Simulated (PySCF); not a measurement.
## SiP₂H₆: geometry relaxation

SiP₂H₆, SMILES P[SiH2]P, computed with PBE0-D3(BJ)/def2-SVP geometry optimisation, gas phase (PySCF 2.14.0).

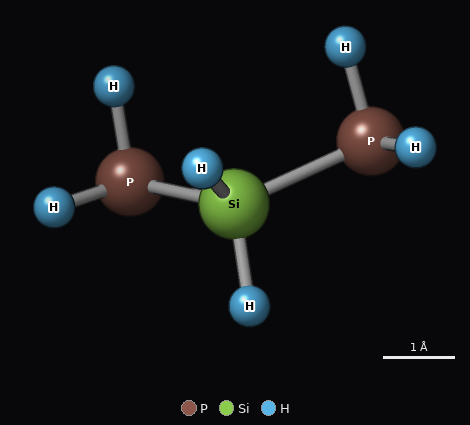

The structure as given in the input (ball-and-stick view, seen at a tilt). Bond lengths as drawn: H–P 1.36 to 1.41 Å, H–Si 1.46 to 1.47 Å and P–Si 2.21 to 2.24 Å.

## Input
```
{"job": {"xc": "PBE0", "basis": "def2-SVP", "d3": "d3bj", "grid": 1, "shake": 0.01, "kind": "geom"}, "charge": 0, "multiplicity": 1}
P     -1.790870     0.347650    -0.710260
Si     0.002610    -0.634620     0.130400
P      1.788050     0.405360    -0.723080
H     -2.658990    -0.259930     0.136170
H     -1.740600     1.486630     0.085200
H      0.004900    -0.693060     1.601190
H      0.031230    -2.007640    -0.375300
H      2.715590    -0.197690     0.141170
H      1.705890     1.536140     0.108030
```

The first line tells a small driver script what to run in PySCF; the rest is the geometry in Å.

Machine: 1 CPU thread, shared host.

Launch command:
```bash
OMP_NUM_THREADS=1 python <driver script> task.json out
```

## Log
```
step   0  E = -975.11471248  max force = 0.036388
step   1  E = -975.11996602  max force = 0.007743
step   2  E = -975.12021344  max force = 0.001687
step   3  E = -975.12023542  max force = 0.000212
step   4  E = -975.12024149  max force = 0.000373
optimisation converged
```

## Trajectory as extended XYZ (Å, eV, eV/Å), 5 frames, from step=0 to step=4
```
9
Properties=species:S:1:pos:R:3:forces:R:3 step=0 energy=-26534.22285
P    -1.7909    0.3477   -0.7103    0.3845   0.4436  -1.8711
Si    0.0026   -0.6346    0.1304    0.2921   0.1448   0.3122
P     1.7880    0.4054   -0.7231    0.1304   0.0924  -0.7559
H    -2.6590   -0.2599    0.1362   -1.1684  -0.9351   1.0543
H    -1.7406    1.4866    0.0852    0.2079   0.7539   0.4693
H     0.0049   -0.6931    1.6012    0.0094  -0.0154   0.4906
H     0.0312   -2.0076   -0.3753   -0.0119  -0.5575  -0.2358
H     2.7156   -0.1977    0.1412    0.3478  -0.3899   0.2837
H     1.7059    1.5361    0.1080   -0.1918   0.4632   0.2528
9
Properties=species:S:1:pos:R:3:forces:R:3 step=1 energy=-26534.36581
P    -1.7374    0.4470   -0.7727   -0.2142  -0.0229   0.3981
Si    0.0990   -0.5228    0.1434   -0.0031  -0.0739  -0.0458
P     1.8871    0.5356   -0.7666    0.0436   0.0296   0.1481
H    -2.6610   -0.2065    0.1353    0.2669   0.1878  -0.2488
H    -1.6383    1.6287    0.0444   -0.0120  -0.1668  -0.1077
H     0.1056   -0.5434    1.6427   -0.0133   0.0298  -0.0518
H     0.1329   -1.9374   -0.3476   -0.0033   0.0438   0.0316
H     2.8320   -0.1034    0.1037   -0.0691   0.0381  -0.0590
H     1.7551    1.6813    0.0868    0.0045  -0.0654  -0.0647
9
Properties=species:S:1:pos:R:3:forces:R:3 step=2 energy=-26534.37254
P    -1.7361    0.4494   -0.7677   -0.0525  -0.0184   0.0868
Si    0.0977   -0.5276    0.1388    0.0017  -0.0153  -0.0416
P     1.8857    0.5336   -0.7645    0.0079  -0.0042   0.0223
H    -2.6451   -0.1946    0.1353    0.0499   0.0351  -0.0548
H    -1.6283    1.6207    0.0474    0.0069  -0.0140  -0.0133
H     0.1007   -0.5392    1.6352   -0.0063   0.0146   0.0033
H     0.1297   -1.9416   -0.3453    0.0004   0.0028   0.0095
H     2.8237   -0.1006    0.1091   -0.0013   0.0023  -0.0032
H     1.7471    1.6789    0.0812   -0.0068  -0.0030  -0.0088
9
Properties=species:S:1:pos:R:3:forces:R:3 step=3 energy=-26534.37314
P    -1.7362    0.4514   -0.7654    0.0012   0.0050  -0.0088
Si    0.0969   -0.5307    0.1350    0.0021  -0.0051  -0.0109
P     1.8868    0.5297   -0.7642    0.0049  -0.0056  -0.0031
H    -2.6421   -0.1882    0.1363   -0.0083  -0.0063   0.0085
H    -1.6192    1.6204    0.0494    0.0056   0.0066   0.0031
H     0.0976   -0.5354    1.6315   -0.0014   0.0045   0.0038
H     0.1277   -1.9460   -0.3439   -0.0006  -0.0017   0.0039
H     2.8229   -0.0995    0.1144    0.0011   0.0003   0.0049
H     1.7405    1.6773    0.0765   -0.0045   0.0024  -0.0014
9
Properties=species:S:1:pos:R:3:forces:R:3 step=4 energy=-26534.37331
P    -1.7356    0.4535   -0.7650    0.0064   0.0070  -0.0192
Si    0.0964   -0.5326    0.1329    0.0010  -0.0014   0.0020
P     1.8881    0.5259   -0.7646    0.0042  -0.0050  -0.0064
H    -2.6413   -0.1838    0.1381   -0.0112  -0.0070   0.0135
H    -1.6121    1.6219    0.0498    0.0025   0.0047   0.0029
H     0.0960   -0.5333    1.6296    0.0007   0.0002   0.0018
H     0.1255   -1.9491   -0.3426   -0.0015  -0.0012   0.0018
H     2.8218   -0.0991    0.1195    0.0005   0.0010   0.0050
H     1.7364    1.6759    0.0718   -0.0025   0.0017  -0.0014
```

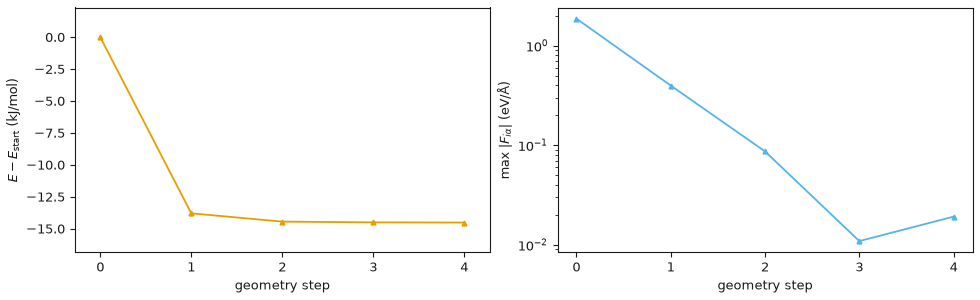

Progress of the relaxation, step by step (steps are counted from 0).

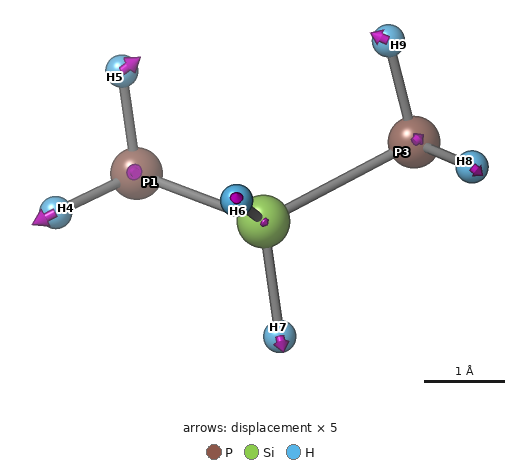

The starting structure with the displacements as pink arrows, magnified 5 times (ball-and-stick view, seen at a tilt). The two geometries are laid on each other by the best rigid fit. The atom that moves furthest after the best rigid fit is H4 (0.069 Å). By element the largest moves are H 0.069 Å, P 0.046 Å, Si 0.016 Å. Among the contacts that change: P1–H4 1.356 → 1.429 Å, P1–Si2 2.211 → 2.266 Å, P1–H5 1.390 → 1.430 Å, Si2–H7 1.463 → 1.494 Å. Among the angles that change: Si2–P1–H5 96.7° → 93.4°, Si2–P3–H9 95.8° → 93.4°, H8–P3–H9 91.2° → 93.4°. Over 4 geometry steps the energy falls by 14.5 kJ/mol. The largest force component goes from 1.9 to 0.019 eV/Å. (Atoms are counted from 1 in the order of the input.)

## Key numbers

```csv
quantity,value
outcome,converged
total energy,−975.120241 hartree
dipole moment,1.67 D
point group,Cs
wall time,9.3 s
peak memory,0.36 GiB
```
